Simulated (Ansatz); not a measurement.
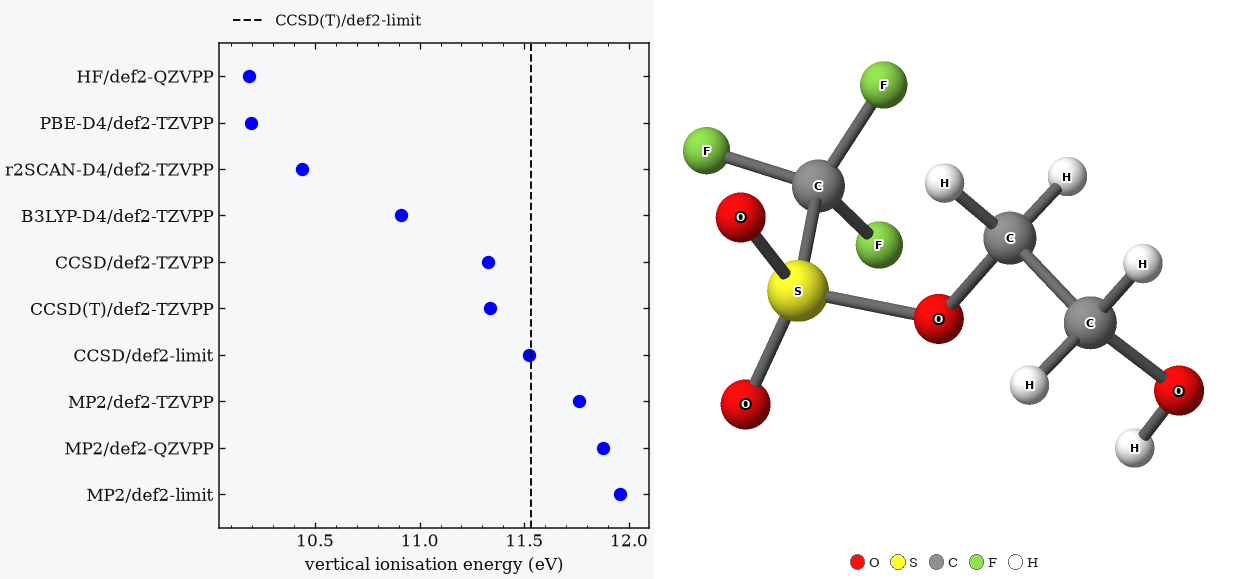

Vertical ionisation energy of C₃H₅F₃O₄S, SMILES O=S(=O)(OCCO)C(F)(F)F, taken as the energy of the cation less that of the neutral at fixed geometry (unrestricted doublet cation, cores frozen in correlated methods, no spin-orbit coupling), the Ansatz code 0.2.0, at a PBE0-D4/def2-TZVP geometry (a minimum by its frequencies). Limit means an estimate of the basis limit from triple and quadruple zeta; for coupled cluster it is either extrapolated directly or built as the MP2 limit plus the step from MP2 in triple zeta. The distance of CCSD/def2-TZVPP, CCSD(T)/def2-TZVPP, MP2/def2-TZVPP and MP2/def2-QZVPP to the limit includes basis error.

Which level comes closest to the line (CCSD(T)/def2-limit), and which misses most?

Answer. Closest CCSD/def2-limit (11.52 eV), against 11.53 eV; farthest HF/def2-QZVPP (10.18 eV).

Give the values.

Answer.
```tsv
level	eV	less CCSD(T)/def2-limit
HF/def2-QZVPP	10.18	−1.35
PBE-D4/def2-TZVPP	10.19	−1.34
r2SCAN-D4/def2-TZVPP	10.44	−1.09
B3LYP-D4/def2-TZVPP	10.91	−0.62
CCSD/def2-TZVPP	11.33	−0.20
CCSD(T)/def2-TZVPP	11.34	−0.20
CCSD/def2-limit	11.52	−0.01
MP2/def2-TZVPP	11.76	0.23
MP2/def2-QZVPP	11.87	0.34
MP2/def2-limit	11.96	0.42
CCSD(T)/def2-limit	11.53	0.00
```

Caveats, for all or some of the runs: one conformer of a flexible molecule.
